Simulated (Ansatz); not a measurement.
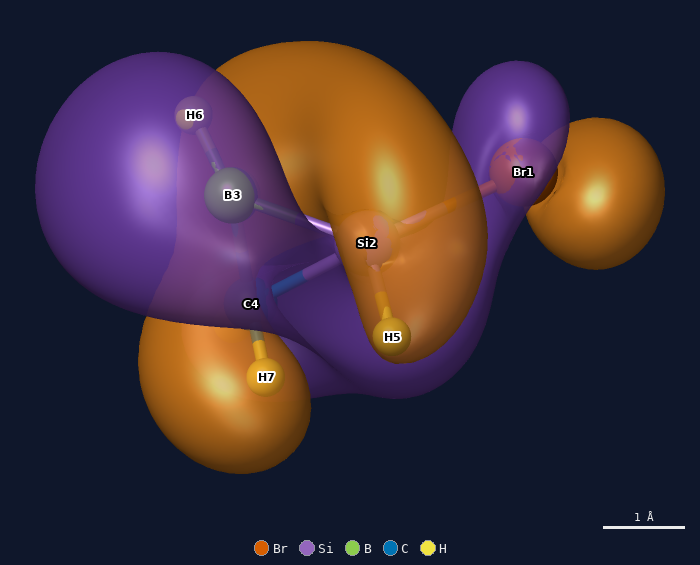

CH₄BBrSi (SMILES Br[SiH]1BC1). The LUMO at ±0.05 Å⁻³ᐟ² (orange and purple are the two phases), seen at a tilt.

Geometry: PBE0-D4/def2-TZVP.

The calculation used RKS PBE0-D4/def2-TZVPP in Ansatz.

Input file:

```
crystal:
  periodic: [false, false, false]
  atoms:
    - {symbol: Br, position_ang: [-1.946326, 1.950019, -0.817232]}
    - {symbol: Si, position_ang: [-0.026084, 0.878927, -0.551390]}
    - {symbol: B, position_ang: [0.527554, 0.121930, 1.085988]}
    - {symbol: C, position_ang: [0.220263, -1.007397, 0.176567]}
    - {symbol: H, position_ang: [0.614106, 0.791449, -1.879536]}
    - {symbol: H, position_ang: [0.337254, 0.278339, 2.245378]}
    - {symbol: H, position_ang: [0.683732, -1.169201, -0.803001]}
    - {symbol: H, position_ang: [-0.318197, -1.901067, 0.487526]}
basis:
  gaussian: {orbitals: def2-TZVPP}
hamiltonian: {xc: pbe0, dispersion: d4}
output: {orbitals: {seedname: orbitals}}
```

Run with:

```sh
ansatz run in.yaml --threads 2 --pin off --events-out ev --progress --plain --max-ram 4352MiB
```

### Describe this orbital and give its energy.

It lies mainly on B3 (about 40 %), Si2 (about 25 %), C4 (about 15 %) and Br1 (about 10 %). Its energy is −1.54 eV.
